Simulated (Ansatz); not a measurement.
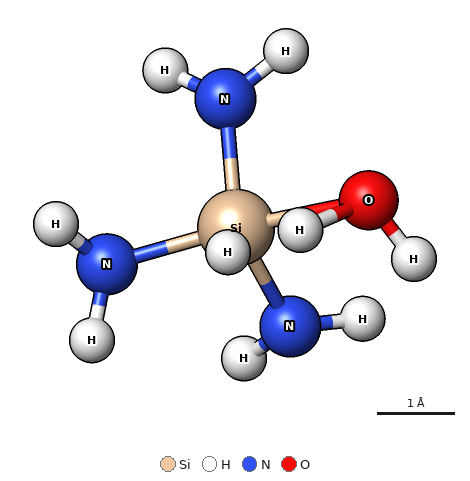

Figure 1. The input geometry (ball-and-stick view, seen at a tilt).

**SiN3H9O: frequency calculation**

System: SiN3H9O.
Method: RKS PBE0/6-31G* (Ansatz 0.2.0).

It belongs to a series of runs on one base structure; here: vibrations at the highest image of the band.

Input:
```yaml
crystal:
  periodic: [false, false, false]
  atoms:
    - { symbol: Si, position_ang: [0.107246, -0.292158, -0.145885] }
    - { symbol: H, position_ang: [-0.168675, 0.180415, 1.526254] }
    - { symbol: "N", position_ang: [1.721272, 0.035043, -0.592442] }
    - { symbol: H, position_ang: [2.473213, -0.599956, -0.376445] }
    - { symbol: H, position_ang: [1.934112, 0.715236, -1.305813] }
    - { symbol: "N", position_ang: [-0.658488, 1.189909, -0.692811] }
    - { symbol: H, position_ang: [-1.660262, 1.247441, -0.548496] }
    - { symbol: H, position_ang: [-0.240604, 2.044755, -0.343276] }
    - { symbol: "N", position_ang: [-1.064419, -1.399518, -0.781815] }
    - { symbol: H, position_ang: [-0.814158, -2.3698, -0.916306] }
    - { symbol: H, position_ang: [-1.600026, -1.061197, -1.57164] }
    - { symbol: O, position_ang: [0.783893, -1.684179, 1.025823] }
    - { symbol: H, position_ang: [0.131062, -2.394219, 1.122284] }
    - { symbol: H, position_ang: [0.277033, -0.698275, 1.633567] }
basis:
  gaussian: { orbitals: "6-31G*" }
hamiltonian:
  xc: pbe0
phonons: {}
```

Hardware: 2 threads of AMD EPYC (Zen 5), 32 GiB of memory available, shared host.

Launched with:
```bash
ansatz run input.yaml --threads 2 --pin off --max-ram 3072MiB --backend cpu --events-out ev --progress --plain --runs-dir out
```

The program's output:
```
Engine: ansatz 0.2.0, x86_64-unknown-linux-gnu
Functional definition: PBE0
  parameter a = 0.25
  parameter kappa = 0.804
  parameter beta = 0.06672455060314922
  exchange = (1 - a)*pbe_x(kappa = kappa, mu = beta*pi^2/3) + a*exact_x
  correlation = pbe_c(beta = beta)
1103 factors; integrals over basis functions are off by at most 4.8e-4 eV
mean field evaluation 1: about -14515.4417 eV, gradient 8.9e1 eV
mean field evaluation 2: about -14503.1624 eV, gradient 1.2e2 eV
mean field evaluation 4: about -14530.2832 eV, gradient 5.7e0 eV
mean field evaluation 8: about -14530.3698 eV, gradient 1.8e-1 eV
mean field evaluation 16: about -14530.3698 eV, gradient 4.6e-6 eV
mean field -14530.36983582 eV, -533.9812424278 hartree, gradient 4.7e-6 eV, S^2 0.000000; 0 other end points of the search recorded, 0 dependent functions left out
the calculation of the forces begins
reference -14530.36986003 eV, -533.9812433175 hartree; 26, 26 occupied and 71, 71 virtual orbitals, 1103 factors
these checks for a lower state are left out or cut short: stability, starts, cluster_reference, orbital_swaps, neighbouring_geometries, increment
1103 factors; integrals over basis functions are off by at most 4.8e-4 eV
mean field -14530.36967639 eV, -533.9812365691 hartree, gradient 1.2e-6 eV, S^2 0.000000; 0 other end points of the search recorded, 0 dependent functions left out
[... from here on the field's lines of each further geometry are left out, up to the last ...]
the calculation of the forces begins
reference -14530.36983032 eV, -533.9812422257 hartree; 26, 26 occupied and 71, 71 virtual orbitals, 1103 factors
these checks for a lower state are left out or cut short: stability, starts, cluster_reference, orbital_swaps, neighbouring_geometries, increment
1103 factors; integrals over basis functions are off by at most 4.8e-4 eV
mean field -14530.36980779 eV, -533.9812413979 hartree, gradient 2.8e-6 eV, S^2 0.000000; 0 other end points of the search recorded, 0 dependent functions left out
the calculation of the forces begins
reference -14530.36983200 eV, -533.9812422877 hartree; 26, 26 occupied and 71, 71 virtual orbitals, 1103 factors
WARN: phonons: modes at or below zero, which the zero-point energy, F, S and C_V leave out: 1, the lowest at -1262.53 cm⁻¹. A minimum has none, and a first-order saddle one
Total energy: -14530.36986003 eV, -533.9812433175 hartree
Atom 0 at     0.107246    -0.292158    -0.145885 Å, force     0.000330    -0.000753     0.000866 eV/Å
Atom 1 at    -0.168675     0.180415     1.526254 Å, force    -0.000576    -0.000404    -0.000203 eV/Å
Atom 2 at     1.721272     0.035043    -0.592442 Å, force     0.000871     0.000371     0.000089 eV/Å
Atom 3 at     2.473213    -0.599956    -0.376445 Å, force    -0.000141    -0.000161     0.000020 eV/Å
Atom 4 at     1.934112     0.715236    -1.305813 Å, force    -0.000212    -0.000066    -0.000113 eV/Å
Atom 5 at    -0.658488     1.189909    -0.692811 Å, force    -0.000160     0.000176    -0.000270 eV/Å
Atom 6 at    -1.660262     1.247441    -0.548496 Å, force    -0.000065     0.000074     0.000072 eV/Å
Atom 7 at    -0.240604     2.044755    -0.343276 Å, force    -0.000014    -0.000038    -0.000013 eV/Å
Atom 8 at    -1.064419    -1.399518    -0.781815 Å, force    -0.000146     0.000428     0.000028 eV/Å
Atom 9 at    -0.814158    -2.369800    -0.916306 Å, force     0.000102    -0.000015     0.000029 eV/Å
Atom 10 at    -1.600026    -1.061197    -1.571640 Å, force    -0.000029    -0.000194     0.000159 eV/Å
Atom 11 at     0.783893    -1.684179     1.025823 Å, force    -0.000701     0.000598    -0.000140 eV/Å
Atom 12 at     0.131062    -2.394219     1.122284 Å, force    -0.000071    -0.000264    -0.000170 eV/Å
Atom 13 at     0.277033    -0.698275     1.633567 Å, force     0.000813     0.000248    -0.000355 eV/Å
Dipole moment:    -0.131151    -0.159762    -0.137925 e Å
Vibrations: -1262.53 179.47 246.85 253.25 299.18 321.43 331.07 384.85 402.05 429.96 499.22 518.03 529.94 638.35 689.56 760.89 784.47 801.30 857.14 915.96 946.89 978.01 1010.39 1450.65 1597.92 1634.33 1652.31 1756.74 1936.29 3573.58 3595.81 3644.22 3666.38 3696.86 3760.29 3806.48 cm⁻¹, zero-point energy 3.009722 eV
```

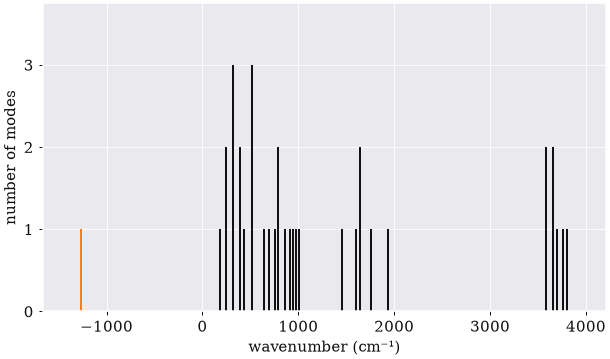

Figure 2. Harmonic vibrational wavenumbers from the force constants; neighbouring modes closer than 23 cm⁻¹ are counted in one stick, and imaginary ones are drawn at negative wavenumbers. 36 modes from 1263i to 3806 cm⁻¹, 1 imaginary beyond 8i (1263i cm⁻¹): a first-order saddle point, if the geometry is stationary.

Results in brief:

- outcome: converged
- total energy: −14530.3699 eV
- mean-field energy: −14530.3699 eV
- largest force (length of the vector): 0.001 eV/Å
- wall time: 71 s (CPU time 2.2 min)
- peak memory: 0.23 GiB
